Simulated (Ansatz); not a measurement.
**Fields on a plane of AlN (wurtzite)**

```yaml
crystal:
  lattice:
    - [3.13030, 0.00000, 0.00000]
    - [-1.56515, 2.71092, 0.00000]
    - [0.00000, 0.00000, 5.01801]
  atoms:
    - { symbol: Al, position: [0.66667, 0.33333, 0.00337] }
    - { symbol: Al, position: [0.33333, 0.66667, 0.50337] }
    - { symbol: N, position: [0.66667, 0.33333, 0.62183] }
    - { symbol: N, position: [0.33333, 0.66667, 0.12183] }
```

The slice is a (1 -1 0 0) plane (indices of the conventional cell) through the point (0.333, 0.667, 0.122) (fractional), spanned by u = [110] and v = [001] in vectors of this cell: u (3.13 Å) and v (5.02 Å, at 90° to u). It covers one period; positions are fractions (u, v).

Atoms on it: Al at (0.00, 0.38); N at (0.00, 0.00). Other atoms lie within 1 Å of the plane.

The numbers are results of PBE (plane waves to 420 eV, PAW, scalar-relativistic; Ansatz, a quantum-chemistry and plane-wave program), not measurements. k mesh 12×12×7. These are valence fields of a PAW run, semicore shells included where kept as valence: close to a nucleus they are smooth pseudo fields. AlN was relaxed with its symmetry unable to fall.

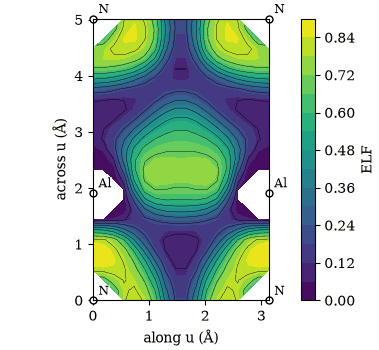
*Electron localisation function (ELF), one period of the plane, atoms marked. Points within 0.4 Å of a nucleus are left white, as the pseudised field means little there.*

```
v \ u   0.00   0.12   0.24   0.35   0.47   0.59   0.71   0.82   0.94
-----  -----  -----  -----  -----  -----  -----  -----  -----  -----
0.93       x      x    1.5   -0.2  <-1.0  <-1.0    1.9      x      x
0.86       x    2.7    3.8  <-1.0  <-1.0  <-1.0    1.9    4.4      x
0.79     7.2    7.0    5.2    1.5  <-1.0   -0.5    3.5    6.4    7.2
0.71     7.1    7.0    6.3    4.9    3.9    4.3    5.7    6.7    7.1
0.64     4.3    5.0    6.2    6.8    6.8    6.8    6.7    5.6    4.5
0.57   <-1.0  <-1.0    3.6    6.2    6.6    6.5    5.3    1.1  <-1.0
0.50       x      x  <-1.0    4.1    5.6    5.2    1.6  <-1.0      x
0.43       x      x      x    2.2    5.5    4.6  <-1.0      x      x
0.36       x      x      x    1.7    6.0    4.8  <-1.0      x      x
0.29       x      x  <-1.0    3.3    6.4    5.4   -0.9      x      x
0.21   <-1.0  <-1.0    1.9    5.6    6.9    6.5    4.1  <-1.0  <-1.0
0.14       x    0.8    5.5    6.9    6.9    6.9    6.5    4.0      x
0.07       x      x    3.5    6.0    5.2    5.6    5.7      x      x
0.00       x      x      x    3.3    1.0    2.1    3.5      x      x
```

Values: electrostatic potential energy of an electron, from the cell's mean, in eV. Points within 0.8 Å of a nucleus are blanked (x), as the pseudised field means little there. Values under -1 eV are set to -1. The zero, the cell's mean, hangs on the PAW cores.

The density on the Al–N line (1.91 Å) at its midpoint comes out as 0.66 e/Å³ and the ELF at that point comes out as 0.9. ELF maximum in the middle third of the Al–N line: 0.88, 1.1 Å from Al.
